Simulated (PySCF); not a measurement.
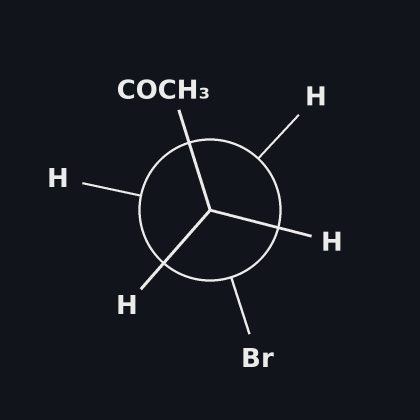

A Newman projection along the C–C bond, carbon in front; angles are drawn as computed, but eclipsed bonds slightly apart. Computed geometry: PBE0-D3(BJ)/def2-SVP optimisation. No frequency run is at hand to confirm it as a minimum.

### Which molecule is it?

C4H7BrO, CC(=O)CCBr

### What is the torsion angle from the front COCH3 to the back Br? The sign is positive where the front bond must turn clockwise to cover the back bond.

180°, antiperiplanar (anti). The conformation about this bond is staggered.
